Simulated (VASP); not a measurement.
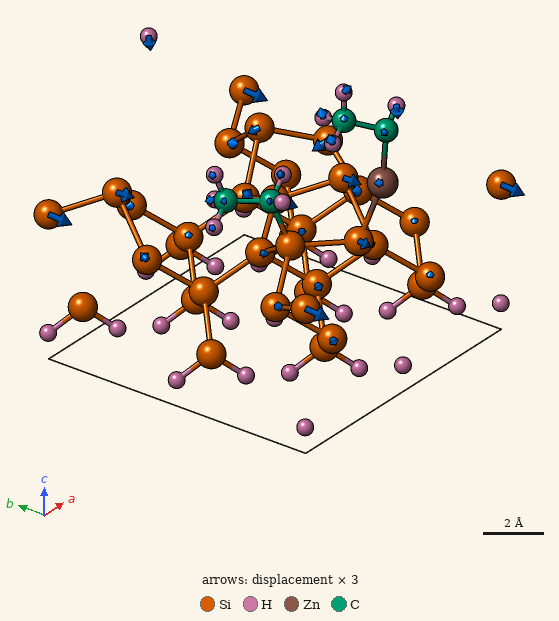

This is a relaxation of a slab of composition ZnSi32H26C4. The starting structure is drawn; blue arrows show the displacements, 3 times their true length.

Style: ball-and-stick. Shown: the cell of the calculation, outlined in the plane, without the vacuum (origin shifted), from a free direction.

The run lets the atoms move in a fixed cell. 24 atoms are held fixed.

Computed with Kohn-Sham DFT of a periodic cell, PBE with D3(BJ), VASP PAW PBE potentials, recommended in VASP 6.6.1.

The input:
```
ALGO     = Normal         # electronic algorithm
EDIFF    = 1E-6           # SCF threshold, eV
EDIFFG   = -0.03          # ionic threshold
ENCUT    = 400            # plane-wave cutoff, eV
GGA      = PE             # functional
IBRION   = 2              # ionic algorithm
ISIF     = 2              # what is computed and relaxed
ISMEAR   = 0              # smearing method
ISYM     = 0            
IVDW     = 12             # dispersion correction
LASPH    = True           # aspherical terms in the spheres
LCHARG   = False          # write CHGCAR
LREAL    = Auto         
LWAVE    = False          # write WAVECAR
NELM     = 100            # most SCF steps
NSW      = 120            # ionic steps
PREC     = Accurate       # precision mode
SIGMA    = 0.05           # smearing width, eV
```

Launched with:
```bash
cat potpaw_PBE.64/Si/POTCAR potpaw_PBE.64/H/POTCAR potpaw_PBE.64/Zn/POTCAR potpaw_PBE.64/C/POTCAR > POTCAR
mpirun -np 8 vasp_gam > vasp.out
```

> What did the optimiser do to the structure, and how much energy did it gain?

Over 53 geometry steps the energy falls by 1.794 eV per cell of the calculation. The largest force component goes from 1.5 to 0.76 eV/Å. The largest moves, 0.31 Å, are those of Si atoms. By element the largest moves are Si 0.31 Å, H 0.19 Å, Zn 0.10 Å, C 0.09 Å. The lattice vectors keep their values. Among the contacts that change: Si–Si 2.605 → 2.392 Å, Si–Si 2.320 → 2.414 Å, Si–Si 2.264 → 2.341 Å, C–Zn 2.022 → 1.956 Å. Bond angles that change, for instance: Si–Si–Si 105.1° → 114.4°, Si–Si–Si 96.5° → 104.5°, Si–Si–Zn 110.4° → 102.5°.
